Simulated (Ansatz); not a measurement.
# C3H8GaNO: what the fields show

```xyz
14

C    -0.3517    2.1597    2.4377
C    -0.7750    1.5874    1.1777
C     1.2328   -0.9187   -1.4241
Ga   -1.2861    0.2622   -1.8247
N    -1.1070    1.1330    0.1723
O     0.5051    0.0708   -2.0594
H     0.7133    1.9418    2.6021
H    -0.4969    3.2493    2.4197
H    -0.9393    1.7302    3.2614
H    -2.0583   -1.0573   -1.4444
H    -1.8703    1.4936   -2.5950
H     1.5040   -0.6521   -0.3775
H     0.7087   -1.8971   -1.3699
H     2.1867   -1.0969   -1.9566
```

Geometry: PBE0-D3(BJ)/def2-SVP.

All numbers below come from isolated molecule in a Gaussian basis; Kohn-Sham density functional theory, functional PBE0 (Ansatz 0.2.0).

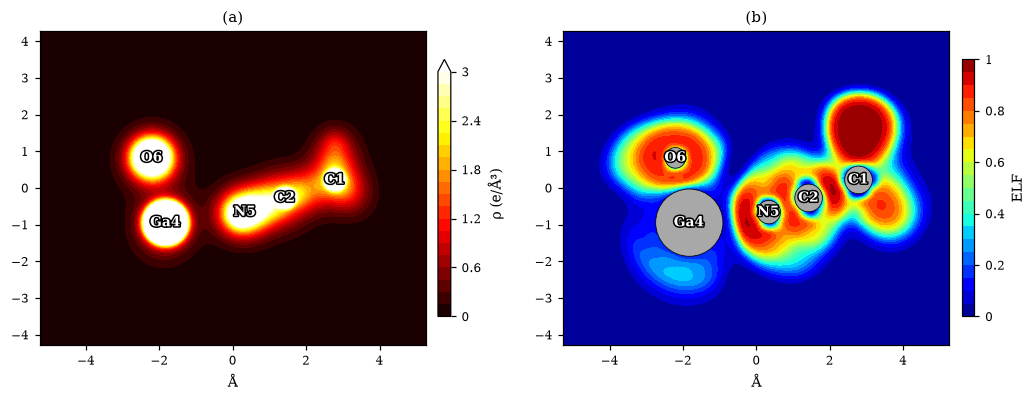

Figure 1. (a) total electron density; (b) ELF on the plane of atoms C2, N5 and Ga4. Grey discs cover the atomic cores in the ELF map.

What do the fields say about this system?

Atoms in the plane: C, Ga, N and O. C–N (1.15 Å): ρ is about 3.5 e/Å³ halfway; the ELF peaks at about 0.85 between the atoms (a short, multiple covalent bond). C–C (1.45 Å): ρ is about 1.8 e/Å³ halfway; the ELF peaks at about 0.95 between the atoms (a covalent bond). Ga–O (1.82 Å): the density is about 0.82 e/Å³ at the midpoint; the ELF peaks at about 0.85 in the valence shell of O, 0.6 Å from its nucleus, and is about 0.20 at the midpoint. Ga–N (2.19 Å): ρ is about 0.36 e/Å³ halfway; the ELF peaks at about 0.95 in the valence shell of N, 0.7 Å from its nucleus, and is about 0.20 at the midpoint. The ELF also peaks beside O6, away from the bonds: lone-pair regions.

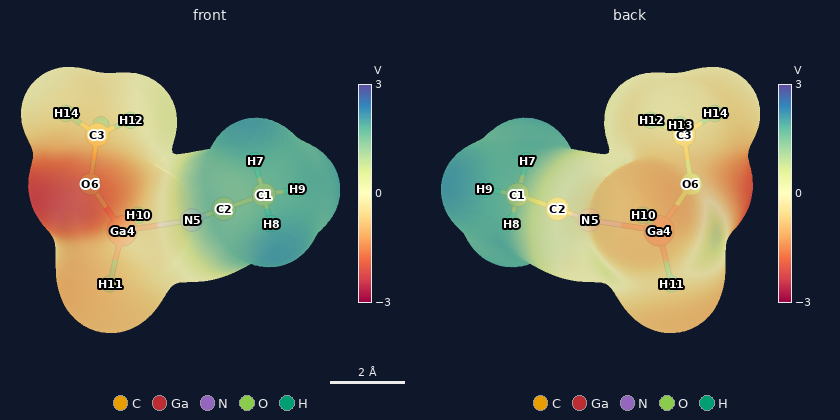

Figure 2. The electrostatic potential painted on the density surface at 0.002 e/bohr³, seen from the front and from behind; the colour scale runs from red (negative) to blue (positive).

Describe the electrostatic potential map.

The most negative region (about −2.3 V) lies over O6, the most positive (about +2.1 V) over H7, H8 and H9. O6 is the likeliest acceptor of a hydrogen bond.

What dipole moment does the calculation give?

Its dipole moment is 7.69 D.

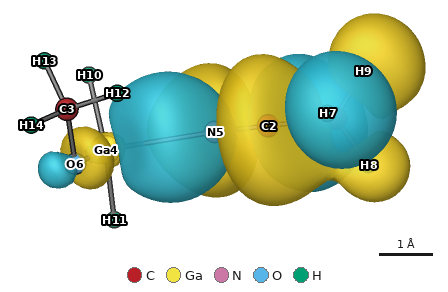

Figure 3. One frontier orbital at ±0.06 Å⁻³ᐟ² (yellow and cyan are the two phases), seen from one side.

Which orbital is it: HOMO or LUMO?

The LUMO, at −0.64 eV. By Hirshfeld shares it lies mainly on C2 (about 35 %), N5 (about 30 %), C1 (about 10 %), H7 (about 10 %) and Ga4 (about 5 %); π-antibonding (π*) across C2–N5.
